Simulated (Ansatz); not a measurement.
H6NOSi (charge −1)

Input

```
crystal:
  periodic: [false, false, false]
  atoms:
    - {symbol: O, position_ang: [0.510862, 0.286051, -1.785701]}
    - {symbol: H, position_ang: [-0.231034, 0.806133, -2.107875]}
    - {symbol: Si, position_ang: [0.334482, 0.256592, -0.075050]}
    - {symbol: N, position_ang: [-0.603639, -0.925859, 0.850931]}
    - {symbol: H, position_ang: [1.589155, -0.681117, 0.008053]}
    - {symbol: H, position_ang: [-1.023655, 1.119320, -0.234934]}
    - {symbol: H, position_ang: [1.019286, 1.400566, 0.682192]}
    - {symbol: H, position_ang: [-1.482171, -0.645682, 1.261273]}
    - {symbol: H, position_ang: [-0.113188, -1.616003, 1.401110]}
basis:
  gaussian: {orbitals: "def2-TZVPPD.json"}
total_charge: -1
hamiltonian: {xc: pbe0, dispersion: d4}
output: {orbitals: {seedname: orbitals}}
```

Run with:

```sh
ansatz run in.yaml --threads 4 --pin off --events-out ev --progress --plain --max-ram 9574MiB
```

Geometry: PBE0-D4/def2-TZVPD.

Method: RKS PBE0-D4/def2-TZVPPD in Ansatz 0.2.0.

Predict the electron density and electron localisation function between the atoms.

Answer. O–H (0.96 Å): ρ at the midpoint is about 3.8 e/Å³; the ELF climbs to about 1 towards the hydrogen, as it does in any bond to H: an ordinary covalent bond to hydrogen.
N–H (1.01 Å): the density is about 2.9 e/Å³ at the midpoint; the ELF climbs to about 1 towards the hydrogen (a covalent bond by its length).

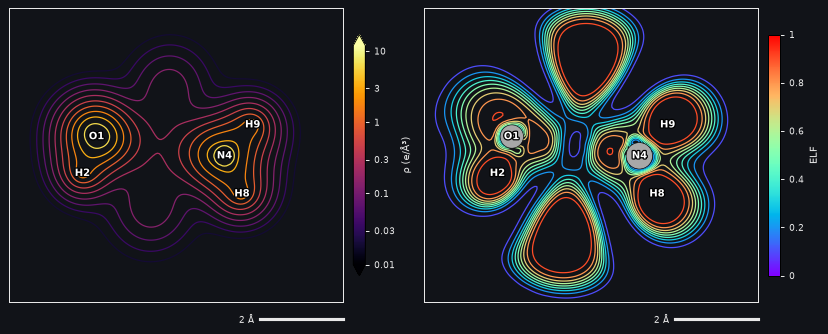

Computed electron density and electron localisation function on the plane of atoms H8, N4 and H9, in this order. Grey discs cover the atomic cores in the ELF map. 
